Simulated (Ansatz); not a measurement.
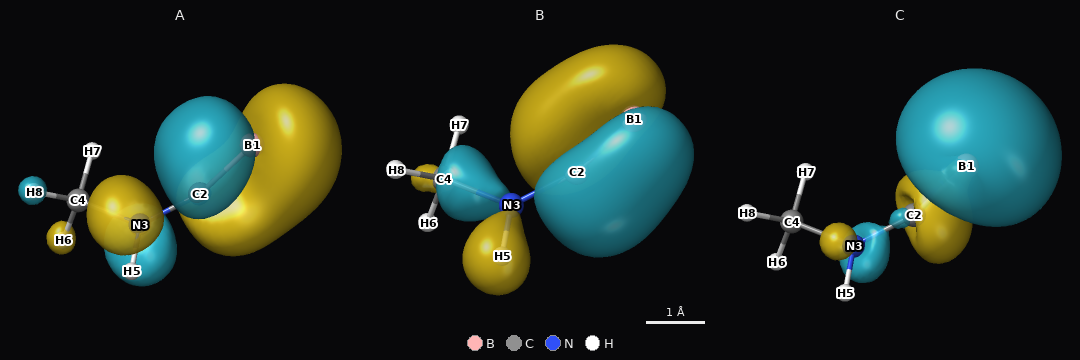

C2H4BN (SMILES B#CNC). Three frontier orbitals at ±0.1 Å⁻³ᐟ² (yellow and cyan are the two phases), in no order.

Level of theory: RKS B3LYP/def2-SVP (Ansatz).

Input

```
crystal:
  periodic: [false, false, false]
  atoms:
    - { symbol: B, position_ang: [2.59989, -0.28435, 0.14048] }
    - { symbol: C, position_ang: [1.40597, -0.38513, -0.43604] }
    - { symbol: "N", position_ang: [0.15061, 0.03518, -0.67393] }
    - { symbol: C, position_ang: [-0.21432, 0.55976, -1.97056] }
    - { symbol: H, position_ang: [-0.59485, -0.48411, -0.22134] }
    - { symbol: H, position_ang: [-0.39078, -0.2336, -2.70802] }
    - { symbol: H, position_ang: [0.59579, 1.1904, -2.33415] }
    - { symbol: H, position_ang: [-1.12123, 1.15864, -1.87474] }
basis:
  gaussian: { orbitals: def2-SVP }
hamiltonian:
  xc: b3lyp
relax:
  f_tol: 0.015
  max_steps: 40
output:
  orbitals: {}
```

Run with:

```sh
ansatz run input.yaml --threads 1 --pin off --max-ram 2048MiB --backend cpu --events-out ev --progress --plain --runs-dir out
```

The fields are those of the relaxed geometry.

Q: Order the three orbitals by energy and name them.

A: B is the HOMO−1 (−6.01 eV). Its weight (Hirshfeld) is mainly on C2 (about 55 %), B1 (about 30 %) and N3 (about 5 %); π-bonding across C2–B1. C is the HOMO (−5.16 eV). Its weight (Hirshfeld) is mainly on B1 (about 85 %) and C2 (about 10 %). A is the LUMO (−3.04 eV). Its weight (Hirshfeld) is mainly on B1 (about 45 %), C2 (about 35 %) and N3 (about 15 %).

Q: What is the HOMO–LUMO gap?

A: 2.12 eV between the orbital energies.
